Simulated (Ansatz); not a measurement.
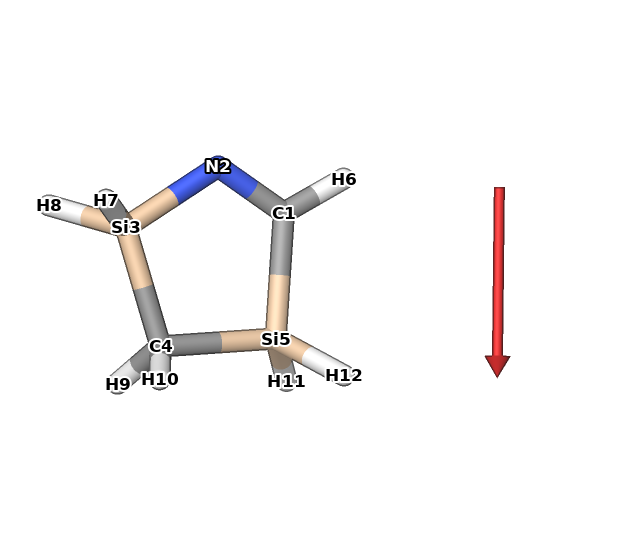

The arrow beside the molecule shows the direction of the dipole moment, from the negative to the positive end (its length means nothing). The computed structure is the end point of a PBE-D4/def2-SVP optimisation. No frequency run is at hand to confirm it as a minimum. Level of theory: RKS PBE-D4/def2-SVP (Ansatz 0.2.0).

Estimate the dipole moment.

1.75 D; it points from the side of N2, H6 to the side of H9, H10, H11, H12 (the outermost atoms at the two ends).
